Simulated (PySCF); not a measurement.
BrH, SMILES `Br`.

Computed with PySCF, PBE/def2-SVPD, geometry: GFN2-xTB. No frequency check shows the geometry to be a minimum. GFN2-xTB bond lengths at metals and heavier atoms can be off by up to 0.1 Å and shapes distorted, which carries into these values.

Geometry (Å), atoms numbered from 1:

```
Br1      0.0389    0.0000    0.0000
H2      -1.3627    0.0000    0.0000
```

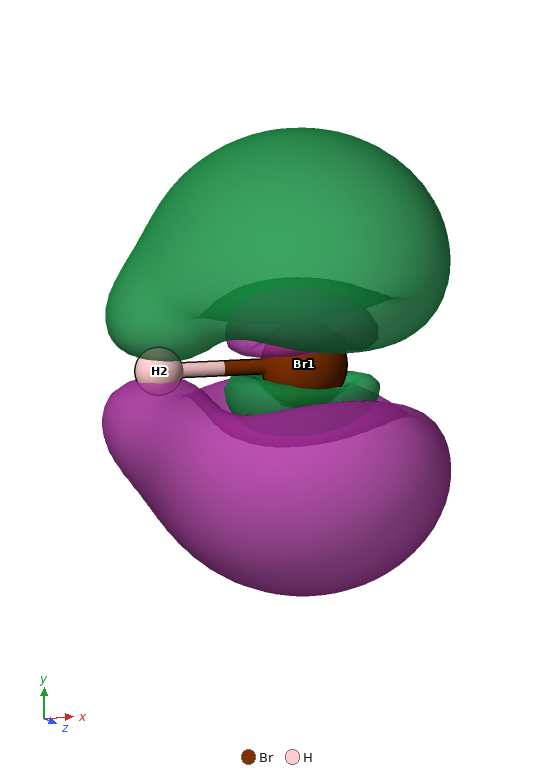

Change of the electron density in a uniform field of 0.41 V/Å, surfaces at ±0.0015 e/Å³ (green: gain, purple: loss).

The field was applied in both directions; the picture shows the one opposite to the script's first.

Along which Cartesian direction does the field point?

Along −y: electrons gather on the +y side, against the field.

What dipole is induced, and what polarisability does it imply?

The induced dipole is 0.50 D (along the field); α along this axis, from the fields in both directions, is 24 bohr³ (3.6 Å³).
